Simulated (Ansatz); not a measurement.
# LuZr (P-6m2): convergence test of the k-point mesh

The task is a convergence test of the k-point mesh, for LuZr (P-6m2).

All numbers are computed with Ansatz 0.2.0 through its Python package. Level of theory: DFT PBEsol, plane waves, PAW.

## 1. The system

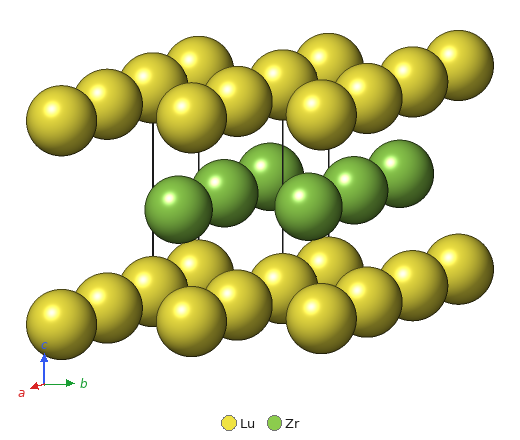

The starting structure, viewed slightly off an axis; lutetium yellow, zirconium green. 3×2×1 cells are drawn. Atoms on cell faces are repeated.

The script holds or builds the structure itself.

## 2. Script

kconv_luzr.py

```python
"""Convergence of LuZr with the k-point mesh."""

import warnings

import ansatz as az
from tabulate import tabulate


def main() -> None:
    warnings.simplefilter("ignore", az.DeckWarning)

    structure = (
        az.Lattice.from_parameters(3.37173, 3.37173, 5.26147, alpha=90, beta=90, gamma=120)
        .space_group(187)
        .atom("Lu", [0.0, 0.0, 0.0])
        .atom("Zr", [1 / 3, 2 / 3, 0.5])
    )

    setup = (
        structure.calculation()
        .functional(az.Functional.PBESOL)
        .pseudopotentials("paw")
        .occupations("fermi_dirac", width=0.1)
        .forces()
        .stress()
    )

    rows = []
    for value in [(3, 3, 2), (4, 4, 2), (5, 5, 3), (6, 6, 4), (8, 8, 4), (9, 9, 5)]:
        report = setup.kpoints(*value).run(threads=1).report
        rows.append((value, report["free_energy_ev"] / len(report["lattice"]["sites"]), report["n_iterations"], sum(report["stress_gpa"][i][i] for i in range(3)) / 3, max(abs(f) for row in report["forces_ev_ang"] for f in row), report["n_kpoints"]))

    print(tabulate(rows, headers=["mesh", "F/atom (eV)", "iterations", "P (GPa)", "max component (eV/A)", "k-points"], floatfmt=".4f", tablefmt="github"))

    # the last row is the reference
    for row in rows[:-1]:
        shift = 1000 * (row[1] - rows[-1][1])
        print(f"{row[0]}: {shift:+.2f} meV/atom" + ("  (within 5 meV)" if abs(shift) < 5 else ""))


if __name__ == "__main__":
    main()
```

## 3. The calls as engine input

The engine receives this input (first run):

```yaml
crystal:
  lattice:
    a: 3.37173
    b: 3.37173
    c: 5.26147
    alpha: 90.0
    beta: 90.0
    gamma: 120.0
  space_group: 187
  atoms:
    - { symbol: Lu, position: [0.0, 0.0, 0.0] }
    - { symbol: Zr, position: [0.3333333333333333, 0.6666666666666666, 0.5] }
kpoints:
  mp_grid:
    grid: [3, 3, 2]
hamiltonian:
  xc: pbesol
  pseudopotentials:
    kind: paw
scf:
  occupations:
    method: fermi_dirac
    width: 0.1
output:
  forces: true
  stress: true
```

## 4. Running it

Launch:

```
python kconv_luzr.py
```

The log of the run:

```text
| mesh      |   F/atom (eV) |   iterations |   P (GPa) |   max component (eV/A) |   k-points |
|-----------|---------------|--------------|-----------|------------------------|------------|
| (3, 3, 2) |    -9370.0099 |            8 |   -4.4496 |                 0.0000 |          6 |
| (4, 4, 2) |    -9369.9611 |            8 |   -2.8059 |                 0.0000 |          8 |
| (5, 5, 3) |    -9370.0299 |            9 |   -3.3921 |                 0.0000 |         10 |
| (6, 6, 4) |    -9370.0239 |            8 |   -3.4850 |                 0.0000 |         21 |
| (8, 8, 4) |    -9370.0205 |            7 |   -3.3129 |                 0.0000 |         30 |
| (9, 9, 5) |    -9370.0220 |            7 |   -3.4240 |                 0.0000 |         36 |
(3, 3, 2): +12.11 meV/atom
(4, 4, 2): +60.90 meV/atom
(5, 5, 3): -7.90 meV/atom
(6, 6, 4): -1.96 meV/atom  (within 5 meV)
(8, 8, 4): +1.46 meV/atom  (within 5 meV)
```

Wall time 17 s (1 thread of Arm Neoverse V1, shared host); peak memory 0.43 GiB.

## 5. What changed from run to run

The engine's inputs for some of the other runs:

Run 2, against run 1:

```diff
@@ -15 +15 @@
-    grid: [3, 3, 2]
+    grid: [4, 4, 2]
```

Run 3, against run 1:

```diff
@@ -15 +15 @@
-    grid: [3, 3, 2]
+    grid: [5, 5, 3]
```

Run 6, against run 1:

```diff
@@ -15 +15 @@
-    grid: [3, 3, 2]
+    grid: [9, 9, 5]
```

Lines on the test bed's own set-up are left out of the output.

## 6. The engine's runs

The 6 runs, in the order started:

| run | k mesh | energy from run 6 (meV/atom) | pressure (GPa) | SCF cycles | CPU time (s) |
| --- | --- | --- | --- | --- | --- |
| 1 | [3, 3, 2] | 12.11 | -4.45 | 8 | 1.3 |
| 2 | [4, 4, 2] | 60.90 | -2.81 | 8 | 1.2 |
| 3 | [5, 5, 3] | -7.90 | -3.39 | 9 | 1.8 |
| 4 | [6, 6, 4] | -1.96 | -3.49 | 8 | 3 |
| 5 | [8, 8, 4] | 1.46 | -3.31 | 7 | 3.7 |
| 6 | [9, 9, 5] | 0.00 | -3.42 | 7 | 4.7 |

Energies are free energies F = E - TS of the smeared occupations. 

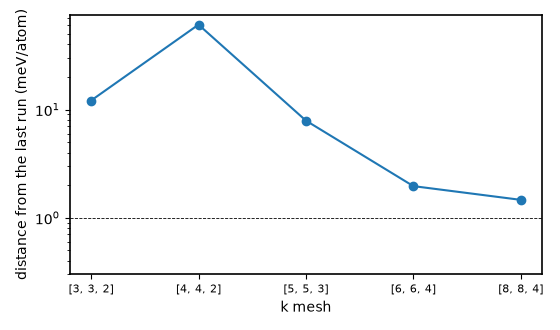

How far each run lies from the last one; the dashed line marks 1 meV/atom.

## 7. Outcome

| quantity | value |
| --- | --- |
| runs compared | 6 |
| last run but one, from the last | +1.46 meV/atom |
| within 5 meV/atom of the last run from | [6, 6, 4] |

From 6×6×4 on it stays within 5 meV an atom of the value at 9×9×5; the first row (3×3×2) is off by 12.1 meV and the last but one by 1.46 meV. This holds for F at a smearing of 0.1 eV; a narrower one needs a denser mesh. It goes up and down, since the sum over k-points isn't variational. The pressure moves from -4.45 to -3.42 GPa. Notes:
- Forces vanish by symmetry here and test nothing.
- Pressure is positive in compression.
- This cell is a computed structure, which may not be the phase found in nature.
- Shifts are counted from the finest mesh, which is itself no proven limit.
